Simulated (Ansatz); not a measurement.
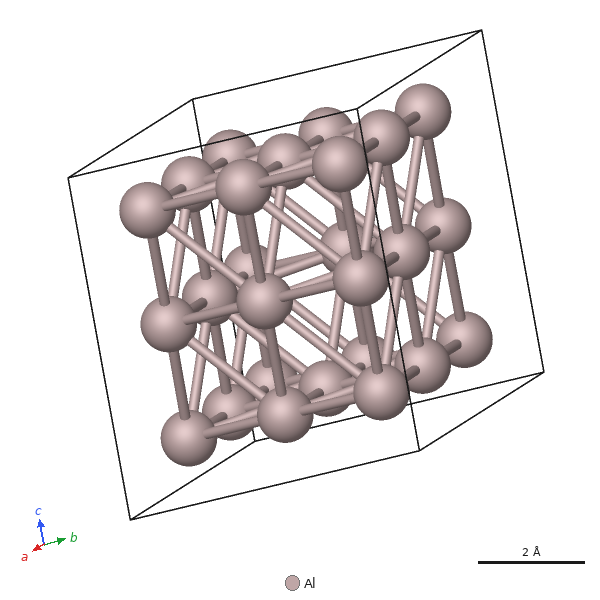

Shown here is a ball-and-stick view of the crystal, taken slightly off an axis. Atoms at the boundary of the supercell (the box) are drawn once for each face, edge or corner they touch. The host is Al, in a cell of 27 sites, and the cell is neutral.

**Name the defect and give its surroundings.**

An aluminium vacancy. Around the empty site lie twelve Al at about 2.8 Å.

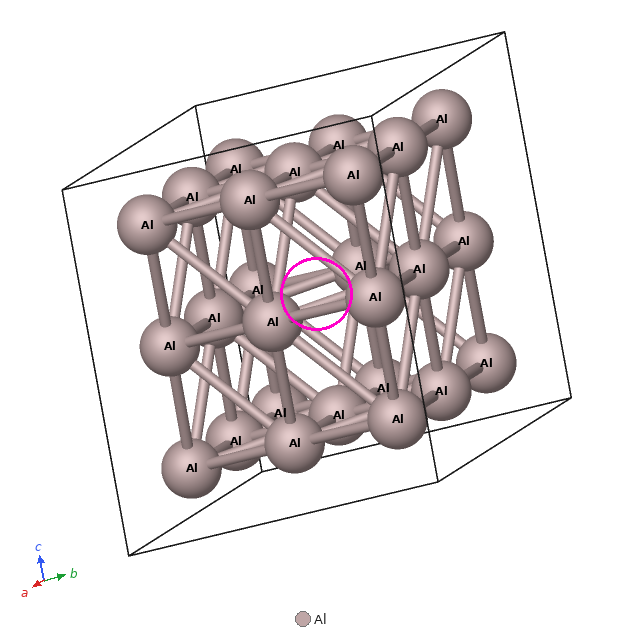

The same cell with a ring at the defect's site.

The atoms were relaxed in the host's cell with DFT r2SCAN, scalar-relativistic, plane waves, PAW in Ansatz.
